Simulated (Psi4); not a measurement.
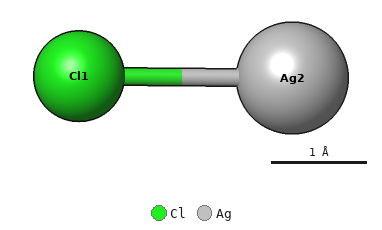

Figure 1. The structure as given in the input (ball-and-stick view, seen at a tilt; atoms are numbered from 1 in the order of the input). Sticks mark near contacts. Bond lengths as drawn: Ag–Cl 2.29 Å.

Energy and gradient calculation of AgCl (charge +1)

AgCl, charge +1, multiplicity 2, computed with PBE/def2-TZVPP, UKS, core potentials def2 (Psi4 1.11).

The geometry is that of the parent species in another charge or spin state. The geometry comes from this level: PBE0-D4/def2-TZVP.

## Log
```
Psi4 1.11 release

gradient() will perform analytic gradient computation.

   => Loading Basis Set <=

    Name: DEF2-TZVPP
    Role: ORBITAL
    Keyword: BASIS

    !!!  WARNING: ECP capability is in beta. Please check occupations closely.  !!!

         ---------------------------------------------------------
                                   SCF
                              UKS Reference
                        1 Threads,   1525 MiB Core
         ---------------------------------------------------------

  ==> Geometry <==

    Molecular point group: c1
    Full point group: C1

    Geometry (in Bohr), charge = 1, multiplicity = 2:

       Center              X                  Y                   Z               Mass
    ------------   -----------------  -----------------  -----------------  -----------------
         CL           1.866293520000    -0.713371610000     0.927855530000    34.968852682000
         AG          -1.810546600000     0.599799070000    -0.920296620000   106.905091600000

  Running in c1 symmetry.

  Rotational constants: A =    254.48061  B =      0.09277  C =      0.09274 [cm^-1]
  Rotational constants: A = 7629136.80505  B =   2781.19377  C =   2780.18025 [MHz]
  Nuclear repulsion =   74.774855657163940

  Charge       = 1
  Multiplicity = 2
  Electrons    = 35
  Nalpha       = 18
  Nbeta        = 17

  ==> Algorithm <==

  SCF Algorithm Type is PK.
  DIIS enabled.
  MOM disabled.
  Fractional occupation disabled.
  Guess Type is SAD.
  Energy threshold   = 1.00e-09
  Density threshold  = 1.00e-08
  Integral threshold = 1.00e-12

  ==> Primary Basis <==

  Basis Set: DEF2-TZVPP
    Blend: DEF2-TZVPP
    Number of shells: 30
    Number of basis functions: 98
    Number of Cartesian functions: 119
    Spherical Harmonics?: true
    Max angular momentum: 4

  Core potential: DEF2-TZVPP
    Number of shells: 4
    Number of ECP primitives: 14
    Number of ECP core electrons: 28
    Max angular momentum: 3

  ==> DFT Potential <==

   => LibXC <=

    Version 7.1.2

   => Composite Functional: PBE <=

    PBE GGA Exchange-Correlation Functional

    Deriv               =              1
    GGA                 =           TRUE
    Meta                =          FALSE

    Exchange Hybrid     =          FALSE
    MP2 Hybrid          =          FALSE

   => Exchange Functionals <=

    1.0000     XC_GGA_X_PBE

   => Correlation Functionals <=

    1.0000     XC_GGA_C_PBE

   => LibXC Density Thresholds  <==

    XC_GGA_C_PBE:  1.00E-12
    XC_GGA_X_PBE:  1.00E-15

   => Molecular Quadrature <=

    Radial Scheme          =       TREUTLER
    Pruning Scheme         =           NONE
    Nuclear Scheme         =       TREUTLER

    Blocking Scheme        =         OCTREE
    BS radius alpha        =              1
    Pruning alpha          =              1
    Radial Points          =             99
    Spherical Points       =            590
    Total Points           =         109745
    Total Blocks           =            928
    Max Points             =            256
    Max Functions          =             97
    Weights Tolerance      =       1.00E-15

  ==> Integral Setup <==

  Using in-core PK algorithm.
   Calculation information:
      Number of atoms:                   2
      Number of AO shells:              30
      Number of primitives:             50
      Number of atomic orbitals:       119
      Number of basis functions:        98

      Integral cutoff                 1.00e-12
      Number of threads:                 1

  Performing in-core PK
  Using 23537052 doubles for integral storage.
  We computed 100276 shell quartets total.
  Whereas there are 108345 unique shell quartets.

  ==> DiskJK: Disk-Based J/K Matrices <==

    J tasked:                  Yes
    K tasked:                   No
    wK tasked:                  No
    Memory [MiB]:              915
    Schwarz Cutoff:          1E-12

  Cached 100.0% of DFT collocation blocks in 0.224 [GiB].

  Minimum eigenvalue in the overlap matrix is 1.1899915252E-02.
  Reciprocal condition number of the overlap matrix is 3.2183629549E-03.
    Using symmetric orthogonalization.

  ==> Pre-Iterations <==

  SCF Guess: Superposition of Atomic Densities via on-the-fly atomic UHF (no occupation information).

   -------------------------
    Irrep   Nso     Nmo
   -------------------------
     A         98      98
   -------------------------
    Total      98      98
   -------------------------

  ==> Iterations <==

                        Total Energy        Delta E     RMS |[F,P]|

   @UKS iter SAD:  -606.70447369621149   -6.06704e+02   0.00000e+00
   @UKS iter   1:  -606.38847889855481    3.15995e-01   7.77857e-03 ADIIS/DIIS
   @UKS iter   2:  -602.92058361454394    3.46790e+00   2.33552e-02 ADIIS/DIIS
   @UKS iter   3:  -606.58160491819933   -3.66102e+00   5.73910e-03 ADIIS/DIIS
   @UKS iter   4:  -606.64144492233527   -5.98400e-02   2.80706e-03 ADIIS/DIIS
   @UKS iter   5:  -606.68658152841897   -4.51366e-02   8.30953e-04 ADIIS/DIIS
   @UKS iter   6:  -606.68821089970220   -1.62937e-03   5.28336e-04 ADIIS/DIIS
   @UKS iter   7:  -606.68943406276264   -1.22316e-03   6.72059e-05 DIIS
   @UKS iter   8:  -606.68941239149660    2.16713e-05   8.85675e-05 DIIS
   @UKS iter   9:  -606.68945691292345   -4.45214e-05   5.75050e-06 DIIS
   @UKS iter  10:  -606.68945708021181   -1.67288e-07   1.17793e-06 DIIS
   @UKS iter  11:  -606.68945708475292   -4.54111e-09   3.69608e-07 DIIS
   @UKS iter  12:  -606.68945708540241   -6.49493e-10   4.03604e-08 DIIS
   @UKS iter  13:  -606.68945708540900   -6.59384e-12   2.54208e-08 DIIS
   @UKS iter  14:  -606.68945708541128   -2.27374e-12   6.99916e-09 DIIS
  Energy and wave function converged.

  ==> Post-Iterations <==

   Electrons on quadrature grid:
      Nalpha   =   17.9999999940 ; deviation = -6.012e-09
      Nbeta    =   16.9999999567 ; deviation = -4.326e-08
      Ntotal   =   34.9999999507 ; deviation = -4.928e-08

   @Spin Contamination Metric:   2.940321102E-03
   @S^2 Expected:                7.500000000E-01
   @S^2 Observed:                7.529403211E-01
   @S   Expected:                5.000000000E-01
   @S   Observed:                5.000000000E-01

    Orbital Energies [Eh]
    ---------------------

    Alpha Occupied:

       1A   -100.954709     2A     -9.463706     3A     -7.293276
       4A     -7.278815     5A     -7.273307     6A     -3.874169
       7A     -2.510301     8A     -2.506906     9A     -2.495661
      10A     -1.014384    11A     -0.631980    12A     -0.613859
      13A     -0.589792    14A     -0.568354    15A     -0.568252
      16A     -0.558807    17A     -0.525075    18A     -0.524940

    Alpha Virtual:

      19A     -0.369294    20A     -0.221188    21A     -0.215214
      22A     -0.163961    23A     -0.099166    24A     -0.024933
      25A     -0.017744    26A     -0.011449    27A      0.066122
      28A      0.071479    29A      0.075342    30A      0.079361
      31A      0.090115    32A      0.120075    33A      0.139914
      34A      0.178470    35A      0.178572    36A      0.237749
      37A      0.289451    38A      0.310446    39A      0.326482
      40A      0.651644    41A      1.119279    42A      1.147336
      43A      1.160330    44A      1.206588    45A      1.206609
      46A      1.226977    47A      1.226989    48A      1.268056
      49A      1.276067    50A      1.333815    51A      1.368904
      52A      1.369328    53A      1.473941    54A      1.501242
      55A      1.544979    56A      1.621970    57A      1.644204
      58A      1.645780    59A      1.657123    60A      1.681855
      61A      1.682094    62A      1.709262    63A      1.709386
      64A      1.725196    65A      1.725704    66A      1.845742
      67A      1.883879    68A      1.887900    69A      1.915601
      70A      1.932357    71A      2.524030    72A      4.378200
      73A      4.378280    74A      4.381982    75A      4.381983
      76A      4.434183    77A      4.444451    78A      4.636021
      79A      5.117093    80A      5.117738    81A      5.118499
      82A      5.119961    83A      5.123010    84A      5.128356
      85A      5.128357    86A      5.131237    87A      5.166934
      88A      7.581762    89A      7.582660    90A      7.640759
      91A      7.663096    92A      7.768517    93A     10.194016
      94A     10.226137    95A     10.370785    96A     24.145596
      97A     32.867889    98A    110.371412

    Beta Occupied:

       1A   -100.949353     2A     -9.458816     3A     -7.278990
       4A     -7.275502     5A     -7.270179     6A     -3.868438
       7A     -2.502772     8A     -2.499304     9A     -2.493819
      10A     -0.980625    11A     -0.624108    12A     -0.585265
      13A     -0.585218    14A     -0.565481    15A     -0.565429
      16A     -0.518890    17A     -0.514273

    Beta Virtual:

      18A     -0.506389    19A     -0.365613    20A     -0.217440
      21A     -0.215322    22A     -0.159324    23A     -0.095268
      24A     -0.018055    25A     -0.017375    26A     -0.005080
      27A      0.076408    28A      0.092723    29A      0.093027
      30A      0.101480    31A      0.104710    32A      0.144798
      33A      0.147117    34A      0.192461    35A      0.195099
      36A      0.247175    37A      0.295036    38A      0.328931
      39A      0.329502    40A      0.670264    41A      1.127222
      42A      1.160380    43A      1.161878    44A      1.214470
      45A      1.214755    46A      1.228646    47A      1.228646
      48A      1.272649    49A      1.276407    50A      1.338582
      51A      1.400059    52A      1.403644    53A      1.505318
      54A      1.506721    55A      1.559554    56A      1.625485
      57A      1.650181    58A      1.658962    59A      1.659399
      60A      1.685285    61A      1.685581    62A      1.756052
      63A      1.759811    64A      1.763325    65A      1.764685
      66A      1.891666    67A      1.898332    68A      1.920857
      69A      1.923006    70A      1.945764    71A      2.532991
      72A      4.384178    73A      4.384181    74A      4.386049
      75A      4.386122    76A      4.443691    77A      4.445996
      78A      4.639763    79A      5.124665    80A      5.124714
      81A      5.127365    82A      5.127684    83A      5.130855
      84A      5.130859    85A      5.131202    86A      5.133078
      87A      5.170968    88A      7.597467    89A      7.599722
      90A      7.656283    91A      7.664755    92A      7.774755
      93A     10.227719    94A     10.231996    95A     10.377626
      96A     24.156079    97A     32.871741    98A    110.373898

    Final Occupation by Irrep:
              A
    DOCC [    17 ]
    SOCC [     1 ]
    NA   [    18 ]
    NB   [    17 ]

  @UKS Final Energy:  -606.68945708541128

   => Energetics <=

    Nuclear Repulsion Energy =             74.7748556571639398
    One-Electron Energy =               -1035.6196872745065320
    Two-Electron Energy =                 396.0833607104445946
    DFT Exchange-Correlation Energy =     -41.9279861785132653
    Empirical Dispersion Energy =           0.0000000000000000
    VV10 Nonlocal Energy =                  0.0000000000000000
    Total Energy =                       -606.6894570854112771

  UHF NO Occupations:
  HONO-2 :   16  A 1.9996558
  HONO-1 :   17  A 1.9992104
  HONO-0 :   18  A 1.0000000
  LUNO+0 :   19  A 0.0007896
  LUNO+1 :   20  A 0.0003442
  LUNO+2 :   21  A 0.0001932
  LUNO+3 :   22  A 0.0001174

Computation Completed

Properties will be evaluated at   0.000000,   0.000000,   0.000000 [a0]

Properties computed using the SCF density matrix

 Multipole Moments:

 ------------------------------------------------------------------------------------
     Multipole            Electronic (a.u.)      Nuclear  (a.u.)        Total (a.u.)
 ------------------------------------------------------------------------------------

 L = 1.  Multiply by 2.5417464519 to convert [e a0] to [Debye]
 Dipole X            :          1.4115162           -2.6733956           -1.2618794
 Dipole Y            :          1.1349793           -0.7311350            0.4038443
 Dipole Z            :          1.0675807           -1.7120918           -0.6445110
 Magnitude           :                                                    1.4733717

 L = 2.  Multiply by 1.3450342976 to convert [e a0^2] to [Debye ang]
 Quadrupole XX       :       -136.1790032          121.4953764          -14.6836268
 Quadrupole XY       :         41.5360838          -43.2664530           -1.7303692
 Quadrupole XZ       :        -57.9910475           61.0966214            3.1055738
 Quadrupole YY       :        -34.5783630           15.4867035          -19.0916596
 Quadrupole YZ       :         20.6636739          -21.7402666           -1.0765926
 Quadrupole ZZ       :        -50.1403455           30.7275415          -19.4128040
 Traceless XX        :        -62.5464326           65.5921692            3.0457366
 Traceless YY        :         39.0542076          -40.4165037           -1.3622961
 Traceless ZZ        :         23.4922251          -25.1756656           -1.6834405

 ------------------------------------------------------------------------------------
  Lowdin Charges: (a.u.)
   Center  Symbol    Alpha    Beta     Spin     Total
       1    CL     8.69516  7.86053  0.83463  0.44432
       2    AG     9.30484  9.13947  0.16537  0.55568

  Total alpha = 18.00000, Total beta = 17.00000, Total charge =  1.00000

  Wiberg Bond Indices using Orthogonal Lowdin Orbitals:

  Total Bond Index:
  Irrep: 1 Size: 2 x 2

                 1                   2

    1     0.00000000000000     1.45062020088939
    2     1.45062020088939     0.00000000000000

  Alpha Contribution:
  Irrep: 1 Size: 2 x 2

                 1                   2

    1     0.00000000000000     0.61652902870730
    2     0.61652902870730     0.00000000000000

  Beta Contribution:
  Irrep: 1 Size: 2 x 2

                 1                   2

    1     0.00000000000000     0.83409117218210
    2     0.83409117218210     0.00000000000000

  Atomic Valences:

 #  #
 Irrep: 1
      1:    1.450620200889392
      2:    1.450620200889392

	total time  =          9 seconds =       0.15 minutes

         ------------------------------------------------------------
                                   SCF GRAD
         ------------------------------------------------------------

  ==> Geometry <==

    Molecular point group: c1
    Full point group: C1

    Geometry (in Bohr), charge = 1, multiplicity = 2:

       Center              X                  Y                   Z               Mass
    ------------   -----------------  -----------------  -----------------  -----------------
         CL           1.866293520000    -0.713371610000     0.927855530000    34.968852682000
         AG          -1.810546600000     0.599799070000    -0.920296620000   106.905091600000

  Nuclear repulsion =   74.774855657163940

  ==> Basis Set <==

  Basis Set: DEF2-TZVPP
    Blend: DEF2-TZVPP
    Number of shells: 30
    Number of basis functions: 98
    Number of Cartesian functions: 119
    Spherical Harmonics?: true
    Max angular momentum: 4

  Core potential: DEF2-TZVPP
    Number of shells: 4
    Number of ECP primitives: 14
    Number of ECP core electrons: 28
    Max angular momentum: 3

  ==> DirectJKGrad: Integral-Direct SCF Gradients <==

    Gradient:                    1
    J tasked:                  Yes
    K tasked:                   No
    wK tasked:                  No
    Integrals threads:           1
    Schwarz Cutoff:          1E-12

  ==> DFT Potential <==

   => LibXC <=

    Version 7.1.2

   => Composite Functional: PBE <=

    PBE GGA Exchange-Correlation Functional

    Deriv               =              1
    GGA                 =           TRUE
    Meta                =          FALSE

    Exchange Hybrid     =          FALSE
    MP2 Hybrid          =          FALSE

   => Exchange Functionals <=

    1.0000     XC_GGA_X_PBE

   => Correlation Functionals <=

    1.0000     XC_GGA_C_PBE

   => LibXC Density Thresholds  <==

    XC_GGA_C_PBE:  1.00E-12
    XC_GGA_X_PBE:  1.00E-15

   => Molecular Quadrature <=

    Radial Scheme          =       TREUTLER
    Pruning Scheme         =           NONE
    Nuclear Scheme         =       TREUTLER

    Blocking Scheme        =         OCTREE
    BS radius alpha        =              1
    Pruning alpha          =              1
    Radial Points          =             99
    Spherical Points       =            590
    Total Points           =         109745
    Total Blocks           =            928
    Max Points             =            256
    Max Functions          =             97
    Weights Tolerance      =       1.00E-15

  -Total Gradient:
     Atom            X                  Y                   Z
    ------   -----------------  -----------------  -----------------
       1       -0.006738226517     0.002406534826    -0.003386946342
       2        0.006741692302    -0.002407772618     0.003388688408

	total time  =          7 seconds =       0.12 minutes

    Psi4 run time: 0:00:16.52
```

## File result.json
```
{
 "driver": "gradient",
 "model": {
  "method": "pbe",
  "basis": "def2-TZVPP"
 },
 "success": true,
 "return_result": [-0.006738226517283771, 0.0024065348263105704, -0.0033869463421698914, 0.0067416923022222686, -0.002407772618314867, 0.003388688407624421],
 "properties": {
  "calcinfo_nbasis": 98,
  "calcinfo_nmo": 98,
  "calcinfo_nalpha": 18,
  "calcinfo_nbeta": 17,
  "calcinfo_natom": 2,
  "nuclear_repulsion_energy": 74.77485565716394,
  "return_energy": -606.6894570854113,
  "return_gradient": [-0.006738226517283771, 0.0024065348263105704, -0.0033869463421698914, 0.0067416923022222686, -0.002407772618314867, 0.003388688407624421],
  "scf_one_electron_energy": -1035.6196872745065,
  "scf_two_electron_energy": 396.0833607104446,
  "scf_xc_energy": -41.927986178513265,
  "scf_dipole_moment": [-1.261879363177779, 0.40384426541832585, -0.6445110359326232],
  "scf_total_energy": -606.6894570854113,
  "scf_total_gradient": [-0.006738226517283771, 0.0024065348263105704, -0.0033869463421698914, 0.0067416923022222686, -0.002407772618314867, 0.003388688407624421],
  "scf_iterations": 14
 }
}
```

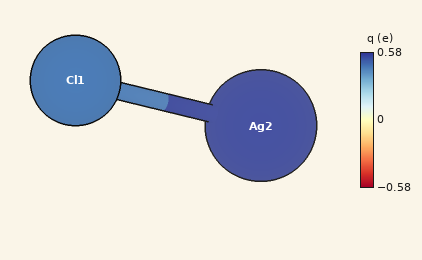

Figure 2. Löwdin charges, as the colour of each atom (ball-and-stick view, seen at a tilt; atoms are numbered from 1 in the order of the input). By element: Cl +0.44 and Ag +0.56 e.

This output came from the following input.

## The input (job.json)
```
{
 "schema_name": "qcschema_input",
 "schema_version": 1,
 "molecule": {
  "schema_name": "qcschema_molecule",
  "schema_version": 2,
  "symbols": ["Cl", "Ag"],
  "geometry": [1.86629352, -0.71337161, 0.92785553, -1.8105466, 0.59979907, -0.92029662],
  "molecular_charge": 1,
  "molecular_multiplicity": 2,
  "fix_symmetry": "c1",
  "fix_com": true,
  "fix_orientation": true
 },
 "driver": "gradient",
 "model": {
  "method": "pbe",
  "basis": "def2-TZVPP"
 },
 "keywords": {
  "reference": "uks",
  "puream": true,
  "e_convergence": 1e-09,
  "d_convergence": 1e-08,
  "scf_type": "pk",
  "dft_radial_points": 99,
  "dft_spherical_points": 590,
  "maxiter": 100,
  "scf_properties": ["LOWDIN_CHARGES", "WIBERG_LOWDIN_INDICES", "QUADRUPOLE"]
 }
}
```

Command:
```bash
psi4 --qcschema job.json -n 1 --memory 1600MB
```

## Summary

```json
{"quantity": "outcome", "value": "converged"}
{"quantity": "total energy", "value": "−606.689457 hartree"}
{"quantity": "basis functions", "value": "98"}
{"quantity": "largest force", "value": "0.407 eV/Å"}
{"quantity": "⟨S²⟩", "value": "0.753"}
{"quantity": "hardware", "value": "1 thread of Intel Xeon @ 2.90GHz (Ice Lake), 64 GiB of memory available, shared host"}
{"quantity": "wall time", "value": "18 s"}
{"quantity": "peak memory", "value": "0.65 GiB"}
```
